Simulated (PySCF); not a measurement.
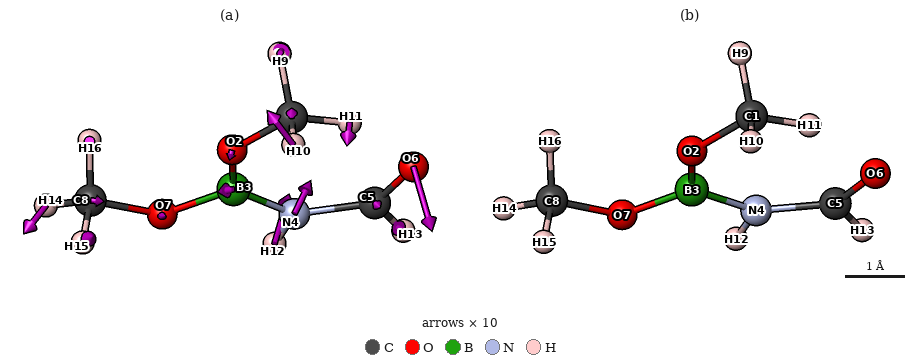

The structure of C$_{3}$H$_{8}$BNO$_{3}$ before (left) and after (right) a relaxation, at one scale. The purple arrows give the displacements, magnified 10 times.

A ball-and-stick model, seen from a free direction.

The start comes from GFN2-xTB. Its atoms were then displaced at random by about 0.01 Å.

Method: PBE0-D3(BJ)/def2-SVP geometry optimisation, gas phase (PySCF 2.14.0, density-fitted response routines). 

> What changed between the two?

The energy falls by 3.45 kcal/mol in 10 geometry steps. O6 moves most after the best rigid fit: 0.13 Å. By element the largest moves are O 0.13 Å, H 0.11 Å, N 0.07 Å, B 0.04 Å, C 0.03 Å. Near-neighbour distances that change, for instance: B3–N4 1.436 → 1.466 Å, B3–O7 1.392 → 1.365 Å, C1–O2 1.380 → 1.407 Å, N4–C5 1.390 → 1.364 Å. Bond angles that change, for instance: O2–B3–N4 134.0° → 130.6°, H14–C8–H15 111.7° → 108.4°, B3–N4–C5 134.0° → 136.2°.
